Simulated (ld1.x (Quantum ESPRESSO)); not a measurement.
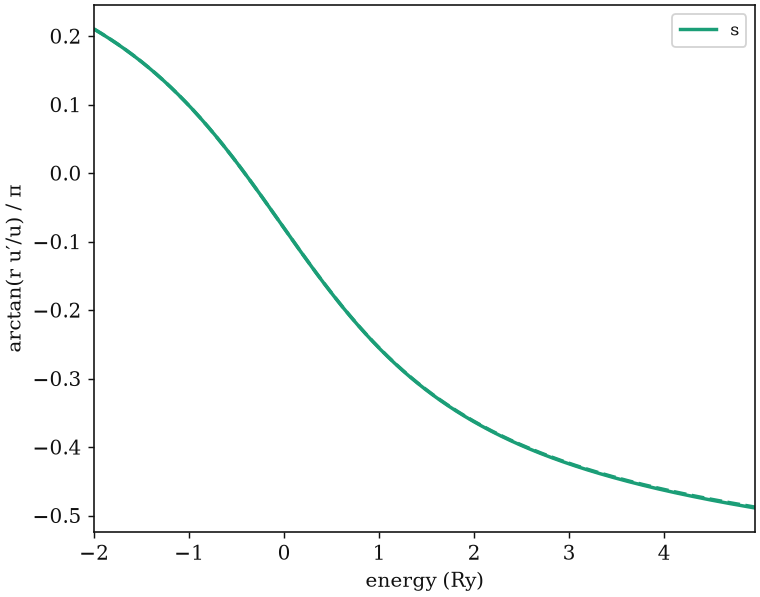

Unwrapped phase arctan(r u′/u) in units of π against energy, all-electron (solid) and pseudo (dashed); the pseudo phase is matched to the all-electron one at the reference energy. Here u = r R(r).

H, norm-conserving Troullier–Martins (semilocal form), made with ld1.x (Quantum ESPRESSO) 7.5 (PBE, scalar-relativistic). Core none, reference 1s1. Waves: 1s (bound): rc 0.90 bohr. Local part: the s channel. Core correction: none.

What does the plot say about ghosts?

The plot shows none: the two phases stay within 0.01 rad of each other in all channels drawn. The separate test gives: no ghost state below the valence levels in the s channels.

List the energies at which the logarithmic derivative diverges. (There the phase passes a half-integer multiple of π.)

s: all-electron at no energy in the range, pseudo at no energy in the range.

Give the range of good agreement (0.05 rad in phase) for each channel.

s: over the whole range drawn.
